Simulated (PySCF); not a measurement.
**C3H8O2Si (SMILES CC(=O)C[SiH2]O): density, localisation and related maps**

```xyz
14

C     1.8469    0.7976   -0.0674
C     0.4975    0.5907    0.5703
O    -0.1746    1.5213    0.9754
C    -0.0062   -0.8010    0.5899
Si   -1.4640   -0.8467   -0.6756
O    -2.3837    0.4462   -0.3891
H     1.8224    0.4127   -1.0853
H     2.1042    1.8537   -0.0807
H     2.6055    0.2464    0.4847
H    -0.4386   -1.0210    1.5640
H     0.7675   -1.5270    0.3661
H    -2.2692   -2.0358   -0.4338
H    -0.8953   -0.7902   -2.0234
H    -2.0131    1.1526    0.1529
```

Geometry: GFN2-xTB.

Level of theory: B3LYP/def2-SVPD, SCF density, gas phase (PySCF).

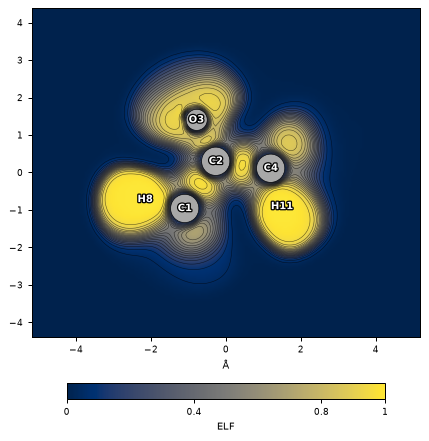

Figure 1. Electron localisation function on the plane of atoms C2, C1 and H8. Grey discs cover the atomic cores.

**Describe what can be read from this map.**

The plane passes through C, O and H nuclei. C–O (1.22 Å): the ELF peaks at about 0.85 between the atoms: a short, multiple covalent bond. C–C (1.48 Å): the ELF peaks at about 0.95 between the atoms: a shared electron pair. C–H (1.08 Å): the ELF climbs to about 1 towards the hydrogen, as it does in any bond to H: a covalent bond by its length. The ELF also peaks beside O3, away from the bonds: lone-pair regions.

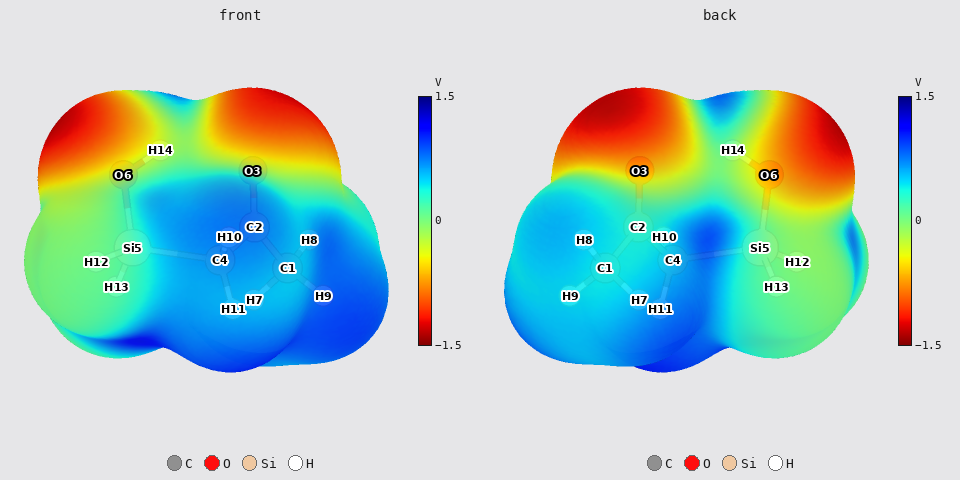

Figure 2. The electrostatic potential painted on the density surface at 0.001 e/bohr³, seen from the front and from behind; the colour scale runs from red (negative) to blue (positive).

**Where is the surface potential most negative and most positive?**

The most negative region (about −1.3 V) lies over O3 and O6, the most positive (about +1.1 V) over Si5.
